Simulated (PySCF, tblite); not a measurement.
# Si3H5O3−, a small gas-phase stand-in for a defect centre (silica 3-ring): NMR shifts, core binding energies and electronic excitations, part 2 of 2

tblite 0.8.0 and PySCF 2.14.0. Atoms count from 0, parts from 1.

## Step 5: X-ray photoelectron lines: SCAN, X2C

Job settings and geometry (Å):

```
{"job": {"kind": "xps", "holes": 5, "basis": "aug-pcX-2", "basis_other": "aug-pcseg-1"}, "charge": -1, "multiplicity": 1}
O      0.961944    -1.370992     0.767167
Si    -0.414895    -0.712011     1.334711
O     -1.205923     0.165085     0.150138
Si    -0.541461     0.659548    -1.304374
O      0.829742    -0.153881    -1.635514
Si     2.051091    -0.492843    -0.359586
H     -1.365722    -1.785351     1.786204
H     -0.194606     0.204542     2.504827
H     -0.348005     2.147491    -1.231500
H     -1.577235     0.398156    -2.362365
H      1.837835     0.911841     0.360814
```

Method: delta-SCF UKS SCAN, aug-pcX-2 on the ionised atom, aug-pcseg-1 elsewhere, spin-free X2C.

Standard output:

```text
ground state, core basis on atom 1 (Si), 244 functions
  cycle   1  E = -1098.88985424  |g| = 1.26e+00
  cycle   2  E = -1097.25210747  |g| = 3.02e+00
  cycle   3  E = -1099.18570350  |g| = 2.78e-01
  cycle   4  E = -1099.19023951  |g| = 2.72e-01
  cycle   5  E = -1099.20460253  |g| = 4.21e-02
  cycle   6  E = -1099.20513470  |g| = 5.96e-03
  cycle   7  E = -1099.20514542  |g| = 1.93e-03
  cycle   8  E = -1099.20514379  |g| = 1.10e-03
  cycle   9  E = -1099.20514644  |g| = 5.29e-04
  cycle  10  E = -1099.20514601  |g| = 7.25e-05
  E(ground) = -1099.26980378 Eh
hole in Si 2p of atom 1
  cycle   1  E = -1095.06079296  |g| = 1.24e+00
  cycle   2  E = -1093.68876475  |g| = 1.64e+00
  cycle   3  E = -1095.13277220  |g| = 6.00e-01
  cycle   4  E = -1095.37091002  |g| = 1.72e-01
  cycle   5  E = -1095.37061221  |g| = 1.99e-01
  cycle   6  E = -1095.38632402  |g| = 2.35e-02
  cycle   7  E = -1095.38658736  |g| = 9.89e-03
  cycle   8  E = -1095.38662324  |g| = 5.68e-03
  cycle   9  E = -1095.38663402  |g| = 1.63e-03
  cycle  10  E = -1095.38663734  |g| = 7.76e-04
  cycle  11  E = -1095.38663688  |g| = 2.44e-04
  E(ion) = -1095.46253476 Eh   <S^2> = 0.7524   hole on atom = 1.003   binding energy = 103.601 eV
  2p3/2 = 103.362 eV   2p1/2 = 103.987 eV
ground state, core basis on atom 2 (O), 233 functions
  cycle   1  E = -1099.13222535  |g| = 1.16e-01
  cycle   2  E = -1099.12917137  |g| = 1.49e-01
  cycle   3  E = -1099.13264956  |g| = 5.22e-02
  cycle   4  E = -1099.13309863  |g| = 1.29e-02
  cycle   5  E = -1099.13313617  |g| = 2.34e-03
  cycle   6  E = -1099.13313989  |g| = 3.65e-04
  E(ground) = -1099.23576421 Eh
hole in O 1s of atom 2
  cycle   1  E = -1078.68232192  |g| = 2.23e+00
  cycle   2  E = -1077.03429721  |g| = 2.52e+00
  cycle   3  E = -1079.21093817  |g| = 7.31e-01
  cycle   4  E = -1079.42309631  |g| = 4.46e-01
  cycle   5  E = -1079.50121755  |g| = 2.37e-01
  cycle   6  E = -1079.52303009  |g| = 5.10e-02
  cycle   7  E = -1079.52433513  |g| = 9.77e-03
  cycle   8  E = -1079.52439256  |g| = 3.12e-03
  cycle   9  E = -1079.52439604  |g| = 1.79e-03
  cycle  10  E = -1079.52439810  |g| = 9.71e-04
  cycle  11  E = -1079.52439764  |g| = 1.50e-04
  E(ion) = -1079.62767028 Eh   <S^2> = 0.7623   hole on atom = 1.000   binding energy = 533.563 eV
ground state, core basis on atom 4 (O), 233 functions
  cycle   1  E = -1099.12777816  |g| = 1.58e-01
  cycle   2  E = -1099.11659759  |g| = 2.76e-01
  cycle   3  E = -1099.13049375  |g| = 4.16e-02
  cycle   4  E = -1099.13068147  |g| = 2.83e-02
  cycle   5  E = -1099.13082941  |g| = 2.98e-03
  cycle   6  E = -1099.13083020  |g| = 7.25e-04
  cycle   7  E = -1099.13082883  |g| = 3.92e-04
  E(ground) = -1099.23390339 Eh
hole in O 1s of atom 4
  cycle   1  E = -1078.70970446  |g| = 2.23e+00
  cycle   2  E = -1078.05749917  |g| = 2.31e+00
  cycle   3  E = -1079.46853659  |g| = 5.03e-01
  cycle   4  E = -1079.50097535  |g| = 3.86e-01
  cycle   5  E = -1079.55859794  |g| = 9.93e-02
  cycle   6  E = -1079.56234774  |g| = 2.42e-02
  cycle   7  E = -1079.56264244  |g| = 1.42e-02
  cycle   8  E = -1079.56271745  |g| = 4.59e-03
  cycle   9  E = -1079.56272446  |g| = 8.78e-04
  cycle  10  E = -1079.56272640  |g| = 3.59e-04
  E(ion) = -1079.66566074 Eh   <S^2> = 0.7637   hole on atom = 1.000   binding energy = 532.479 eV
ground state, core basis on atom 5 (Si), 244 functions
  cycle   1  E = -1099.19618502  |g| = 3.06e-01
  cycle   2  E = -1099.18854175  |g| = 2.30e-01
  cycle   3  E = -1099.18902871  |g| = 2.18e-01
  cycle   4  E = -1099.19843657  |g| = 2.29e-02
  cycle   5  E = -1099.19853241  |g| = 7.52e-03
  cycle   6  E = -1099.19854515  |g| = 1.73e-03
  cycle   7  E = -1099.19854321  |g| = 5.15e-04
  cycle   8  E = -1099.19854398  |g| = 3.81e-04
  E(ground) = -1099.26298106 Eh
hole in Si 2p of atom 5
  cycle   1  E = -1095.10969301  |g| = 1.23e+00
  cycle   2  E = -1094.89274093  |g| = 1.19e+00
  cycle   3  E = -1095.37483992  |g| = 3.79e-01
  cycle   4  E = -1095.43404796  |g| = 1.89e-01
  cycle   5  E = -1095.44540598  |g| = 6.81e-02
  cycle   6  E = -1095.44771791  |g| = 2.13e-02
  cycle   7  E = -1095.44788435  |g| = 9.10e-03
  cycle   8  E = -1095.44791402  |g| = 2.92e-03
  cycle   9  E = -1095.44792112  |g| = 4.22e-04
  E(ion) = -1095.52301546 Eh   <S^2> = 0.7528   hole on atom = 1.003   binding energy = 101.770 eV
  2p3/2 = 101.632 eV   2p1/2 = 102.264 eV
```

Run time: 62 s. Hardware: 1 thread of Arm Neoverse V1, shared host; peak memory 0.96 GiB.

The holes in one table. −ε is the ground-state orbital energy:

| hole | stands for | environment | ΔSCF (eV; 2p as the shell's mean) | −ε (eV) | ⟨S²⟩ |
| --- | --- | --- | --- | --- | --- |
| Si2p on Si1 | Si1, Si3 | silicon bonded to 2 O, 2 H | 103.57 | 92.8 | 0.752 |
| O1s on O2 | O2 | oxygen bonded to 2 Si | 533.56 | 512.5 | 0.762 |
| O1s on O4 | O0, O4 | oxygen bonded to 2 Si | 532.48 | 511.7 | 0.764 |
| Si2p on Si5 | Si5 | silicon bonded to 2 O, H | 101.84 | 91.4 | 0.753 |

Each hole run stands for the others of its class of like atoms.

With the spin-orbit splitting: Si1 2p3/2 103.36, 2p1/2 103.99 eV; Si5 2p3/2 101.63, 2p1/2 102.26 eV. The table gives each 2p level as the mean over the whole 2p shell (two parts 2p3/2, one part 2p1/2), which differs a little from the single hole in the log.

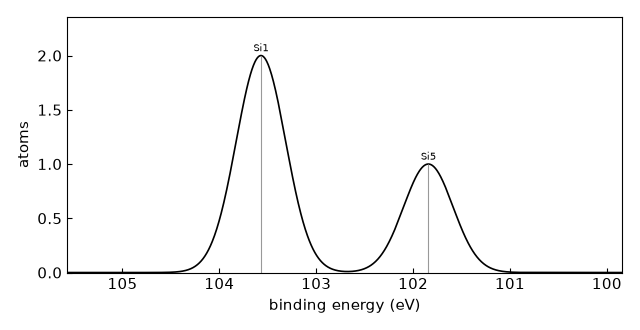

The Si2p photoelectron lines, weighted by the number of atoms. Lines are broadened to a width of 0.60 eV (Gaussian).

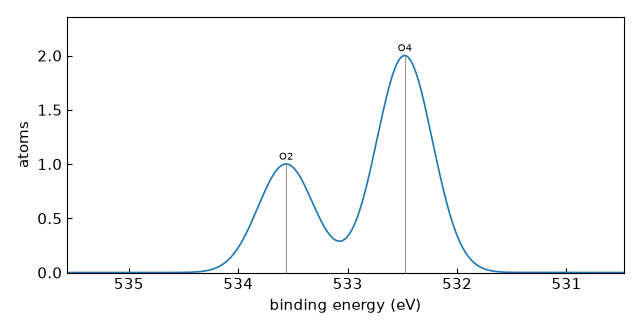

The O1s photoelectron lines, weighted by the number of atoms. Lines are broadened to a width of 0.60 eV (Gaussian).

## Step 6: TDDFT and polarisability: CAM-B3LYP/def2-SVPD

Same as in step 5 but for these lines:

```diff
@@ -1,2 +1,2 @@
-{"job": {"kind": "xps", "holes": 5, "basis": "aug-pcX-2", "basis_other": "aug-pcseg-1"}, "charge": -1, "multiplicity": 1}
+{"job": {"kind": "uv", "xc": "CAM-B3LYP", "basis": "def2-SVPD", "nstates": 6, "ntriplets": 2, "ip": true}, "charge": -1, "multiplicity": 1}
 O      0.961944    -1.370992     0.767167
```

Method: TDDFT CAM-B3LYP/def2-SVPD, vertical, gas phase, core orbitals frozen in the response.

Standard output:

```text
coarse grid: 11232 points
cycle   1  E = -1096.4852027985  dE =  5.706e-01  |g| = 1.239e+00  |ddm| = 4.954e+00
cycle   2  E = -1096.1176047941  dE =  3.676e-01  |g| = 1.869e+00  |ddm| = 3.948e+00
cycle   3  E = -1096.7869333671  dE = -6.693e-01  |g| = 9.073e-02  |ddm| = 2.009e+00
cycle   4  E = -1096.7875494855  dE = -6.161e-04  |g| = 8.702e-02  |ddm| = 3.056e-01
cycle   5  E = -1096.7889442765  dE = -1.395e-03  |g| = 1.028e-02  |ddm| = 1.194e-01
cycle   6  E = -1096.7889747380  dE = -3.046e-05  |g| = 1.659e-03  |ddm| = 4.673e-02
cycle   7  E = -1096.7889769389  dE = -2.201e-06  |g| = 3.871e-04  |ddm| = 2.093e-02
final grid: 96264 points
cycle   8  E = -1096.9507023973  dE = -8.892e-06  |g| = 1.208e-03  |ddm| = 3.951e-02
cycle   9  E = -1096.9507023537  dE =  4.354e-08  |g| = 1.473e-03  |ddm| = 5.806e-03
cycle  10  E = -1096.9507027367  dE = -3.830e-07  |g| = 1.447e-04  |ddm| = 1.579e-03
cycle  11  E = -1096.9507027423  dE = -5.660e-09  |g| = 6.946e-05  |ddm| = 6.449e-04
cycle  12  E = -1096.9507027434  dE = -1.014e-09  |g| = 3.403e-05  |ddm| = 2.071e-04
cycle  13  E = -1096.9507027436  dE = -2.544e-10  |g| = 5.594e-06  |ddm| = 1.036e-04
converged SCF energy = -1096.9507027436

Static polarisability (au): isotropic 100.923, principal 91.412 101.198 110.160

Singlet excitations
state   eV       nm        f      main configurations
  1   4.4207    280.5   0.04534   H->L+3 0.74, H->L+1 0.14
  2   4.5977    269.7   0.11030   H->L 0.46, H->L+4 0.44
  3   4.8225    257.1   0.10934   H->L+5 0.46, H->L+4 0.20, H->L 0.18
  4   5.0059    247.7   0.00641   H->L+2 0.83, H->L+4 0.10
  5   5.1870    239.0   0.01608   H->L+1 0.84, H->L+3 0.13
  6   5.2884    234.4   0.03546   H->L+5 0.44, H->L 0.35, H->L+4 0.16

Triplet excitations (Tamm-Dancoff, eV): 3.5814 3.6786
Vertical ionisation energy (delta-SCF) = 2.8997 eV
```

Wall time 46 s (1 thread of Arm Neoverse V1, shared host); peak memory 1.1 GiB.

The orbitals next to the gap, with their largest atomic shares:

| orbital | eV | atoms |
| --- | --- | --- |
| HOMO−3 | -6.01 | O2 28 %, Si3 11 %, Si1 10 % |
| HOMO−2 | -5.69 | O4 35 %, O0 34 %, Si1 7 % |
| HOMO−1 | -5.19 | O0 22 %, O4 21 %, Si5 15 % |
| HOMO | -2.10 | Si5 58 %, H10 14 %, O0 12 % |
| LUMO | 4.69 | Si1 28 %, Si3 26 %, O2 16 % |
| LUMO+1 | 4.88 | Si3 28 %, Si1 27 %, H9 8 % |
| LUMO+2 | 5.12 | Si3 17 %, Si1 16 %, O2 13 % |

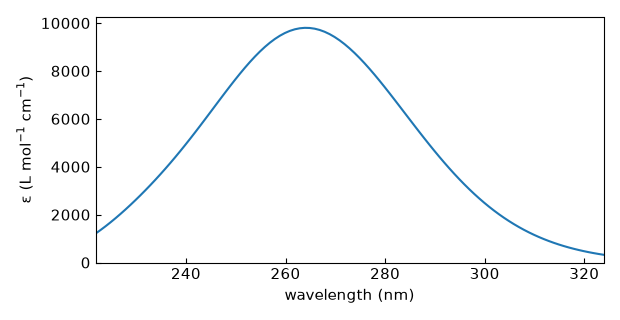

Absorption spectrum: each of the 6 states is a Gaussian band of 0.4 eV half-width at 1/e. Beyond the last state computed it falls off for lack of states.

Further results of this job:

| property | computed |
| --- | --- |
| polarisability (Å³) | 14.96 |
| HOMO–LUMO gap (eV) | 6.79 |
| −ε(HOMO) (eV) | 2.10 |

## Step 7: Summary of results

What follows sums up all 2 parts.

| quantity | value |
| --- | --- |
| point group | Cs |
| rotational constants (main isotopes) | 2.45, 2.33, 1.28 GHz |
| shieldings of H, O, Si (PBE0/aug-pcSseg-2, a mean where the table joins atoms) | H10 23.7, H6 26.0, H8 26.2, H7 26.2, O0 200.0, O2 228.7, Si5 302.8, Si1 393.5 ppm |
| Si2p binding energies, SCAN/aug-pcX-2 | Si1 103.57, Si5 101.84 eV |
| O1s binding energies, SCAN/aug-pcX-2 | O2 533.56, O4 532.48 eV |
| lowest singlet (CAM-B3LYP/def2-SVPD) | 4.42 eV (280 nm), f = 0.045 |
| brightest single state of those computed | state 2, 4.60 eV, f = 0.110 |
| lowest triplet | 3.58 eV |
| vertical ionisation energy (ΔSCF) | 2.90 eV |

What this shows: The start of the PBE0/def2-SVP relaxation was shaken at random by about 0.01 Å, so part of the energy gained, and of the first lengths quoted, undoes that. The optimisation took 14 steps and gained 0.549 eV; among the close pairs (by a distance rule), Si5–H10 changed most, from 1.505 to 1.593 Å (PBE0/def2-SVP). No frequency check was run at this level, so the end point may be a saddle. At PBE0/aug-pcSseg-2: The largest span, 274 ppm, is at Si5, where the paramagnetic term is -568 ppm. At SCAN/aug-pcX-2: Si1 (silicon bonded to 2 O, 2 H) binds its Si2p electron 1.73 eV more tightly than Si5 (silicon bonded to 2 O, H). At SCAN/aug-pcX-2: The O1s levels kept as sound span 1.08 eV, from O4 (oxygen bonded to 2 Si) up to O2 (oxygen bonded to 2 Si). The lowest singlet, at 4.42 eV, is HOMO→LUMO+3 0.74, HOMO→LUMO+1 0.14 and is weak; of the 6 states computed, the strongest absorption comes from state 2 at 4.60 eV. The lowest triplet lies 0.84 eV below the lowest singlet (triplets in Tamm-Dancoff, singlets in full TDDFT). In the gas-phase run even the lowest singlet lies above the computed detachment energy of this anion, so its states are not to be taken as bound. At CAM-B3LYP/def2-SVPD, all states lie near or above the ionisation energy, where they hang on the basis. ΔSCF puts the ionisation energy at 2.90 eV, 0.80 eV above −ε(HOMO). A capped cluster stands for the solid here, so long-range fields and strain are missing, and bands or shifts of the capping hydrogens have no counterpart in it.
